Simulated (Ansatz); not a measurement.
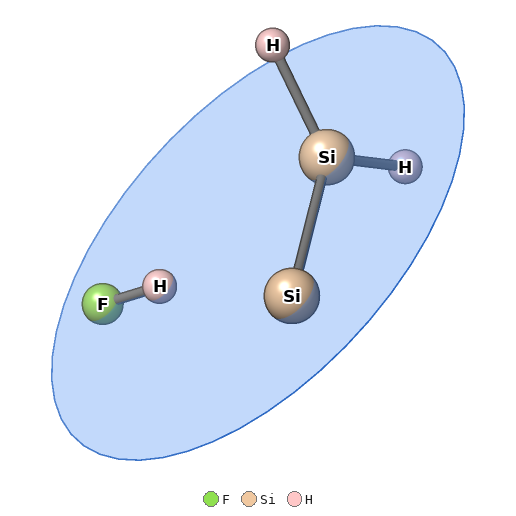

All proper rotation axes (lines) and mirror planes (discs) of the structure are drawn in. Atoms fade into the background with distance from the viewer. Computed geometry: PBE0-D4/def2-TZVP optimisation. No frequency run is at hand to confirm it as a minimum.

Name the symmetry elements and the point group.

Answer. It has 1 mirror plane. Point group Cs. The group has 2 operations. The geometry is achiral, and symmetry allows a dipole moment.
